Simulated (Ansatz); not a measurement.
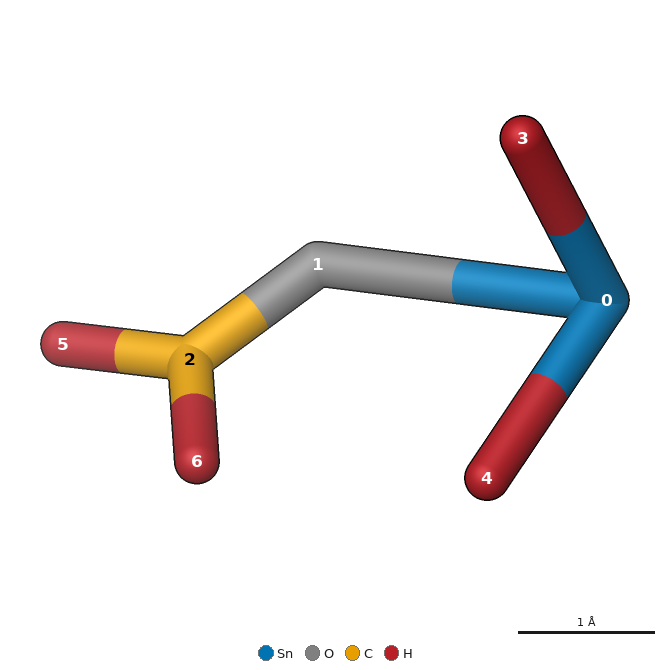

Starting geometry of the run. Atoms are numbered from 0, in the order of the input.

Input file:

```yaml
crystal:
  periodic: [false, false, false]
  atoms:
    - {symbol: Sn, position_ang: [-1.809983, 0.953548, 0.574699]}
    - {symbol: O, position_ang: [-0.173030, -0.733102, 1.076704]}
    - {symbol: C, position_ang: [0.943783, -0.711651, 0.618906]}
    - {symbol: H, position_ang: [-1.188894, 1.744831, 2.036375]}
    - {symbol: H, position_ang: [-0.452681, 1.601078, -0.396848]}
    - {symbol: H, position_ang: [1.635233, -1.545316, 0.817055]}
    - {symbol: H, position_ang: [1.287774, 0.131578, 0.000492]}
basis:
  gaussian: {orbitals: def2-TZVPP}
hamiltonian: {xc: {name: B2PLYP}}
```

Command:

```sh
ansatz run in.yaml --threads 4 --pin off --events-out ev --progress --plain --max-ram 9574MiB
```

What the program printed:

```
Functional definition: B2PLYP
  name "B2PLYP"
  cite "Grimme, J. Chem. Phys. 124, 034108 (2006) doi:10.1063/1.2148954"
  cite "Becke, Phys. Rev. A 38, 3098 (1988) doi:10.1103/PhysRevA.38.3098"
  cite "Lee, Yang & Parr, Phys. Rev. B 37, 785 (1988) doi:10.1103/PhysRevB.37.785"
  parameter a = 0.53
  parameter c = 0.27
  exchange = (1 - a)*b88_x + a*exact_x
  correlation = (1 - c)*lyp_c + c*(mp2_os + mp2_ss)
1172 factors; integrals over basis functions are off by at most 1.2e-3 eV
mean field evaluation 1: about -8964.0681 eV, gradient 3.3e1 eV
mean field evaluation 2: about -8964.1625 eV, gradient 3.3e1 eV
mean field evaluation 4: about -8966.0778 eV, gradient 4.8e0 eV
mean field evaluation 8: about -8966.1278 eV, gradient 2.1e-1 eV
mean field evaluation 16: about -8966.1280 eV, gradient 2.5e-4 eV
mean field -8966.12803047 eV, -329.4991276600 hartree, gradient 5.1e-6 eV, S^2 0.000000; 0 other end points of the search recorded, 0 dependent functions left out
6 core orbitals not correlated: weight in the atoms' cores, before any rotation towards them, 1.000 or more for the frozen orbitals, at most 0.000 for the correlated occupied ones
reference -8966.12819354 eV, -329.4991336525 hartree; 14, 14 occupied and 148, 148 virtual orbitals, 1172 factors
second order -23.65013305 eV of doubles, -0.00000000 eV of singles
Total energy: -8972.51372946 eV, -329.7337977694 hartree
```
